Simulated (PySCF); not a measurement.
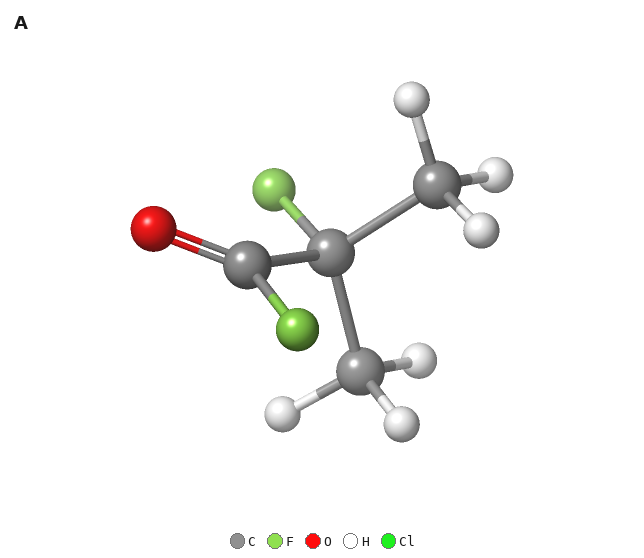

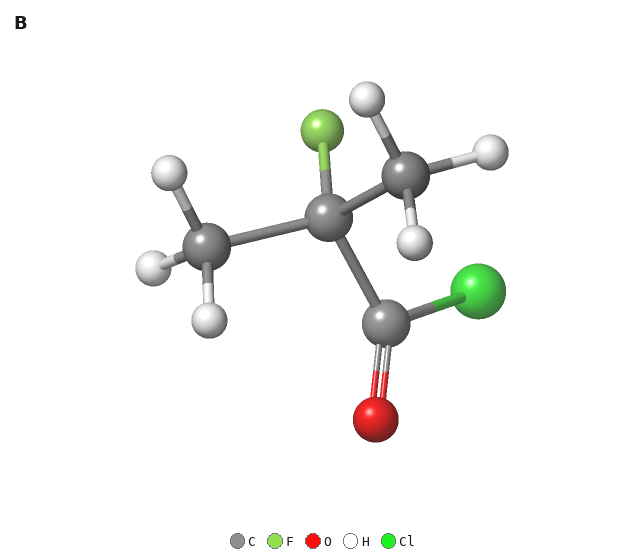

Two related species, optimised with GFN2-xTB; properties computed with PySCF 2.14.0. Both: charge 0, singlet.

Question. What are A and B?

Answer. A is C4H6F2O (CC(C)(F)C(=O)F), B is C4H6ClFO (CC(C)(F)C(=O)Cl).

Compare them. With CAM-B3LYP/def2-SVPD: dipole moment (D), HOMO–LUMO gap (eV), HOMO energy (Kohn–Sham orbital) (eV), lowest vertical singlet excitation (eV), mean static polarisability (bohr³). With GFN2-xTB: mean O–C length (Å).

| quantity | A | B |
| --- | --- | --- |
| dipole moment (D) | 3.50 | 2.51 |
| HOMO–LUMO gap (eV) | 11.08 | 9.78 |
| HOMO energy (Kohn–Sham orbital) (eV) | −10.73 | −10.07 |
| lowest vertical singlet excitation (eV) | 6.03 | 4.99 |
| mean static polarisability (bohr³) | 52.7 | 65.8 |
| mean O–C length (Å) | 1.174 | 1.187 |

Each is one conformer, and no frequency run is at hand to confirm it as a minimum.
